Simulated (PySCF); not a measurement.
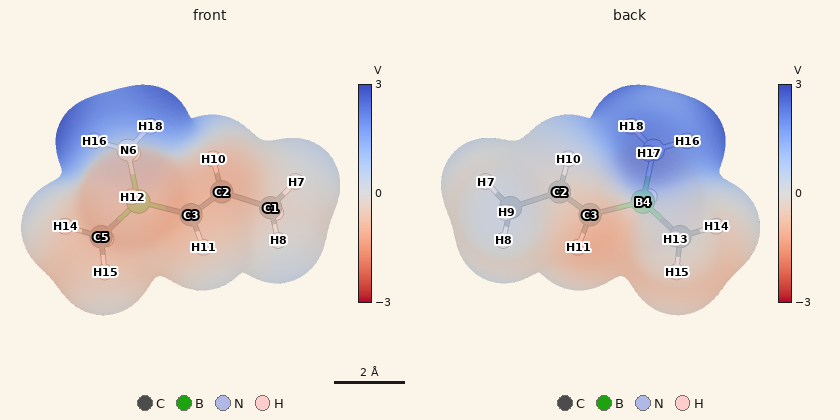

*C4H12BN. The molecular electrostatic potential painted on the density surface at 0.002 e/bohr³, seen from the front and from behind; red is negative and blue positive.*

Geometry: GFN2-xTB.

All numbers below come from CAM-B3LYP/def2-SVPD, SCF density, gas phase in PySCF.

Input file:

```
{"job": {"kind": "uv", "xc": "CAM-B3LYP", "basis": "def2-SVPD", "nstates": 8, "ntriplets": 3}, "charge": 0, "multiplicity": 1}
C      2.852151    -0.437092    -0.121112
C      1.465836     0.102034    -0.311852
C      0.388220    -0.298762     0.348706
B     -1.124574     0.190358     0.211669
C     -2.084785    -0.953441    -0.434746
N     -1.143757     1.424250    -0.885212
H      3.539598     0.360596     0.166388
H      2.865655    -1.202796     0.651025
H      3.224795    -0.872764    -1.050105
H      1.412668     0.881133    -1.069386
H      0.552182    -1.081950     1.083677
H     -1.556035     0.655574     1.223680
H     -1.708906    -1.318549    -1.391153
H     -3.103318    -0.599108    -0.599883
H     -2.159164    -1.816997     0.220744
H     -2.096420     1.747862    -1.006859
H     -0.785108     1.051567    -1.757645
H     -0.547799     2.174401    -0.554355
```

Run with:

```sh
OMP_NUM_THREADS=1 python probes_run.py task.json out
```

Describe the electrostatic potential map.

The most negative region (about −1.2 V, or −28 kcal/mol for a unit charge) lies over C3 and H12, the most positive (about +2.6 V, or +60 kcal/mol for a unit charge) over H16.

How polar is the molecule by this calculation?

Its dipole moment is 4.42 D.
